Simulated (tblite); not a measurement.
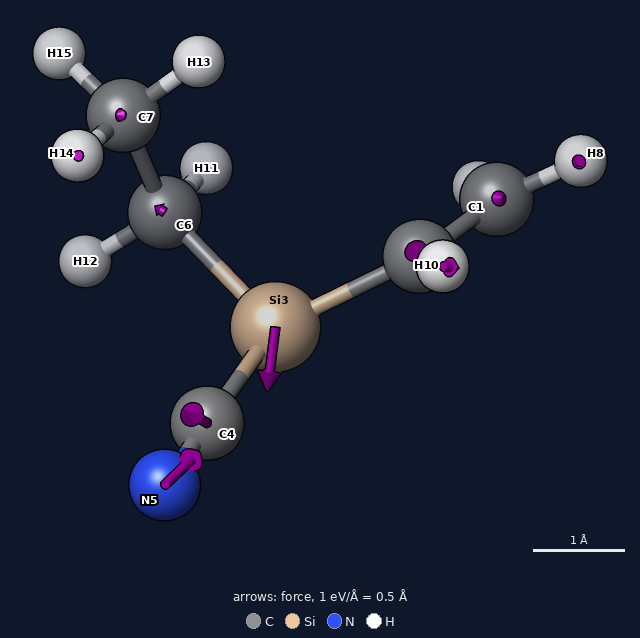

Starting geometry of C5H8NSi (charge −1) with the computed forces as purple arrows. The picture is a ball-and-stick view, seen at a tilt.

All numbers below come from GFN2-xTB geometry optimisation, gas phase (tblite). 

Q: Is this structure relaxed? If not, where do the atoms go?

A: It isn't relaxed: the largest force vector, on the N atom, is 1.90 eV/Å. The final displacements have little in common with the starting forces (cosine between the two patterns 0.21). The energy falls by 9.20 kcal/mol in 85 geometry steps. The largest move after the best rigid fit is that of an H atom, 0.89 Å. Largest moves by element: H 0.89 Å, N 0.46 Å, C 0.37 Å, Si 0.26 Å. Among the contacts that change: C–Si 1.887 → 1.921 Å, C–Si 1.834 → 1.866 Å, C–N 1.179 → 1.161 Å, C–Si 1.859 → 1.849 Å. Among the angles between lasting bonds that change: Si–C–N 179.3° → 165.0°, C–Si–C 114.7° → 102.6°, C–Si–C 112.3° → 103.3°.
